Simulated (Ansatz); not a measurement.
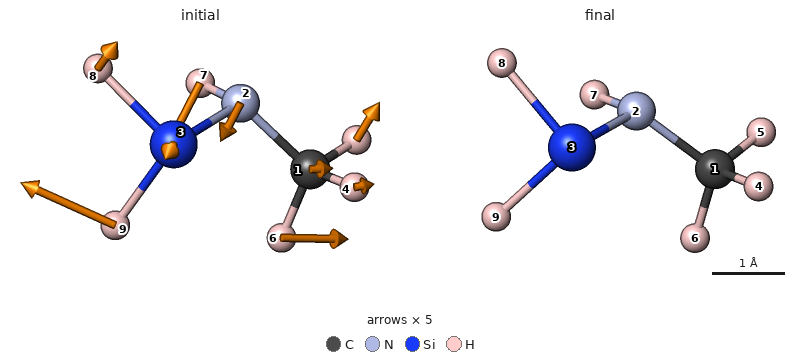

The structure of CH6NSi (charge −1) before (left) and after (right) a relaxation, at one scale. The orange arrows give the displacements, 5 times their true length.

Style: ball-and-stick. Shown at a tilt.

Method: Ansatz 0.2.0, RKS PBE0-D4/def2-TZVPD. (force threshold 0.005 eV/Å; at most 200 steps)

Question: What changed between the two?

Answer: After 9 geometry steps the energy has fallen by 9.19 kJ/mol. The largest force component goes from 1.1 to 0.0031 eV/Å. H9 moves most after the best rigid fit: 0.30 Å. Largest moves by element: H 0.30 Å, N 0.13 Å, Si 0.08 Å, C 0.07 Å. Some distances before and after: N2–Si3 1.783 → 1.823 Å, Si3–H9 1.526 → 1.566 Å, Si3–H8 1.508 → 1.544 Å, C1–N2 1.416 → 1.437 Å. Bond angles that change, for instance: H8–Si3–H9 98.6° → 92.9°, C1–N2–Si3 112.8° → 117.6°, N2–Si3–H8 98.4° → 96.4°. Cost: 39 s on 2 threads of Arm Neoverse V2, on a shared host.
